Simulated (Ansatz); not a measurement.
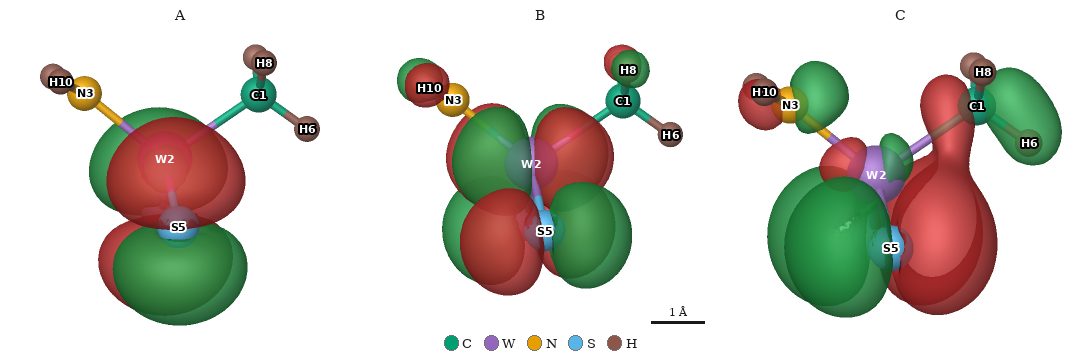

*CH5NS2W (SMILES [CH3][W]([NH2])(=[S])=[S]). Three frontier orbitals at ±0.08 Å⁻³ᐟ² (green and red are the two phases), in no order.*

Core potentials replace the inner electrons of W.

Computed with Ansatz 0.2.0, RKS PBE-D4/def2-SVP.

Input

```
crystal:
  periodic: [false, false, false]
  atoms:
    - { symbol: C, position_ang: [-1.4945, -0.45218, 0.304] }
    - { symbol: W, position_ang: [0.30226, 0.457, -0.54128] }
    - { symbol: "N", position_ang: [1.86645, -0.08317, 0.47444] }
    - { symbol: S, position_ang: [0.25439, -0.22181, -2.61391] }
    - { symbol: S, position_ang: [-0.16557, 2.58567, -0.48072] }
    - { symbol: H, position_ang: [-2.37447, -0.17696, -0.30461] }
    - { symbol: H, position_ang: [-1.45643, -1.55502, 0.32171] }
    - { symbol: H, position_ang: [-1.70588, -0.11594, 1.33365] }
    - { symbol: H, position_ang: [2.80655, -0.24537, 0.09427] }
    - { symbol: H, position_ang: [1.87446, -0.37085, 1.46029] }
basis:
  gaussian: { orbitals: def2-SVP }
hamiltonian:
  xc: pbe
  dispersion: d4
relax:
  f_tol: 0.015
  max_steps: 40
output:
  orbitals: {}
```

Run with:

```sh
ansatz run input.yaml --threads 2 --pin off --max-ram 3072MiB --backend cpu --events-out ev --progress --plain --runs-dir out
```

The fields are those of the run's last geometry, not of the input's.

### Which picture is the HOMO−1, the HOMO and the LUMO?

C is the HOMO−1 (−6.59 eV). By Hirshfeld shares it lies mainly on S4 (about 35 %), S5 (about 35 %) and W2 (about 15 %). A is the HOMO (−5.94 eV). By Hirshfeld shares it lies mainly on S4 (about 45 %) and S5 (about 45 %); largely a combination of lone pairs on S4 and S5. B is the LUMO (−3.15 eV). Its weight (Hirshfeld) is mainly on W2 (about 50 %), S4 (about 20 %) and S5 (about 20 %).

### What is the HOMO–LUMO gap?

2.79 eV between the orbital energies.
